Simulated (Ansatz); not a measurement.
**Si2H6O2 (SMILES O[SiH2][SiH2]O): r2SCAN0/6-31G(d) (spherical functions)**

Aim: the electronic atomisation energy of Si2H6O2 at r2SCAN0/6-31G* (spherical functions), from 4 runs. 

The results are computed with Ansatz 0.2.0.

48 further runs of the same task are left out: 48 set aside as unsound or not needed. Runs told in other sessions of the task aren't counted.

### 1 Starting point

The species is Si2H6O2 (10 atoms), meant as a singlet with charge 0. As SMILES, `O[SiH2][SiH2]O`. Geometry: relaxed at PBE0-D4/def2-TZVP. This is one conformer, not always the lowest.

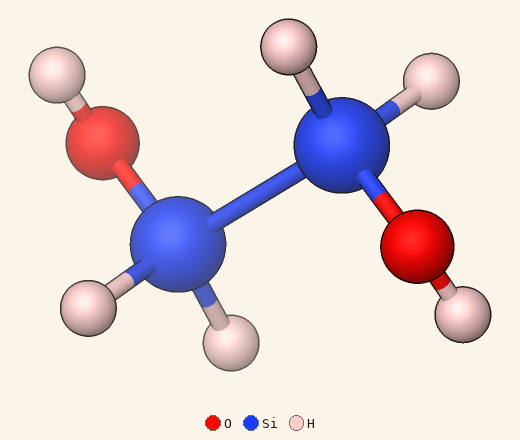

Viewed from a chosen angle; oxygen red, silicon blue, hydrogen pink.

### 2 A single-point energy at r2SCAN0/6-31G(d) (spherical functions)

run.yaml

```yaml
crystal:
  periodic: [false, false, false]
  atoms:
    - {symbol: O, position_ang: [-1.023300, 1.887700, 1.029000]}
    - {symbol: Si, position_ang: [0.114300, 0.686000, 0.959700]}
    - {symbol: Si, position_ang: [-0.148600, -0.673600, -0.947700]}
    - {symbol: O, position_ang: [0.987200, -1.877000, -1.014900]}
    - {symbol: H, position_ang: [-1.013300, 2.545500, 0.332800]}
    - {symbol: H, position_ang: [-0.079100, -0.112900, 2.199100]}
    - {symbol: H, position_ang: [1.498300, 1.246700, 0.986300]}
    - {symbol: H, position_ang: [-1.533500, -1.232000, -0.975500]}
    - {symbol: H, position_ang: [0.047500, 0.124300, -2.187300]}
    - {symbol: H, position_ang: [0.975700, -2.534100, -0.318000]}
basis:
  gaussian: {orbitals: 6-31G_st_-spherical.json}
accuracy: high
hamiltonian: {xc: {name: r2SCAN0}}
total_charge: 0
output: {orbitals: {seedname: orbitals}}
```

The basis set 6-31G* is read from a file made from the Basis Set Exchange's data (not shown).

On the command line:

```sh
$ ansatz run run.yaml --threads 1 --pin off --max-ram 2610MiB --events-out events.jsonl --progress --plain --runs-dir runs
```

Log:

```text
Warning: RAYON_NUM_THREADS=1 ignored (pool sized by the plan → 1); use --threads N
Functional definition: r2SCAN0
  name "r2SCAN0"
  parameter a = 0.25
  parameter k0 = 0.174
  parameter k1 = 0.065
  parameter a1 = 4.9479
  exchange = (1 - a)*r2scan_x(k0 = k0, k1 = k1, a1 = a1) + a*exact_x
  correlation = r2scan_c
1719 factors; integrals over basis functions are off by at most 8.4e-9 eV
mean field evaluation 1: about -19936.7822 eV, gradient 5.9e1 eV
mean field evaluation 2: about -19929.6626 eV, gradient 8.5e1 eV
mean field evaluation 4: about -19942.7480 eV, gradient 1.0e0 eV
mean field evaluation 8: about -19943.0076 eV, gradient 3.4e-2 eV
mean field evaluation 16: about -19943.0076 eV, gradient 5.7e-6 eV
mean field -19943.00757997 eV, -732.8920107078 hartree, gradient 5.3e-8 eV, S^2 0.000000; 0 other end points of the search recorded, 0 dependent functions left out
reference -19943.00758070 eV, -732.8920107347 hartree; 25, 25 occupied and 51, 51 virtual orbitals, 1719 factors
Total energy: -19943.00758070 eV, -732.8920107347 hartree
```

Wall time 17 s (1 thread of Arm Neoverse V1, shared host); peak memory 0.31 GiB.

### 3 The H atom

molecule.yaml

```yaml
crystal:
  periodic: [false, false, false]
  atoms:
    - {symbol: H, position_ang: [0.000000, 0.000000, 0.000000]}
basis:
  gaussian:
    orbitals: "6-31G*"
total_charge: 0
magnetization:
  spin_polarized: true
  initial_magnetization: 1
hamiltonian:
  xc: {name: r2SCAN0}
accuracy: high
```

Run the same way, it converges to -0.49823 Eh (log not shown).

### 4 The O atom at the same level

job.yaml

```yaml
crystal:
  periodic: [false, false, false]
  atoms:
    - symbol: O
      position_ang: [0.000000, 0.000000, 0.000000]
basis:
  gaussian:
    orbitals: 6-31G_st_-spherical.json
magnetization:
  spin_polarized: true
  initial_magnetization: 2
hamiltonian:
  xc: {name: r2SCAN0}
accuracy: high
```

The basis set 6-31G* is read from a file made from the Basis Set Exchange's data (not shown).

Run the same way, it converges to -75.02167 Eh (log not shown).

### 5 The Si atom

in.yaml

```yaml
crystal:
  periodic: [false, false, false]
  atoms:
    - {symbol: Si, position_ang: [0.000000, 0.000000, 0.000000]}
basis:
  gaussian: {orbitals: 6-31G_st_-spherical.json}
magnetization: {spin_polarized: true, initial_magnetization: 2}
hamiltonian: {xc: {name: r2SCAN0}}
accuracy: high
```

The basis set 6-31G* is read from a file made from the Basis Set Exchange's data (not shown).

Run the same way, it converges to -289.31941 Eh (log not shown).

### 6 Outcome

Level: r2SCAN0/6-31G* (spherical functions).

| quantity | value |
| --- | --- |
| molecule: total energy | -732.89201 Eh |
| molecule: HOMO energy | -7.49 eV |
| molecule: LUMO energy | -0.42 eV |
| molecule: HOMO–LUMO gap | 7.07 eV |
| H atom: total energy | -0.49823 Eh |
| H atom: ⟨S²⟩ | 0.750 |
| O atom: total energy | -75.02167 Eh |
| O atom: ⟨S²⟩ | 2.004 |
| Si atom: total energy | -289.31941 Eh |
| Si atom: ⟨S²⟩ | 2.004 |
| electronic atomisation energy | 33.211 eV |

What this shows: Taking the molecule apart into free atoms costs 33.21 eV (766 kcal/mol), before zero-point energy and without spin-orbit coupling.
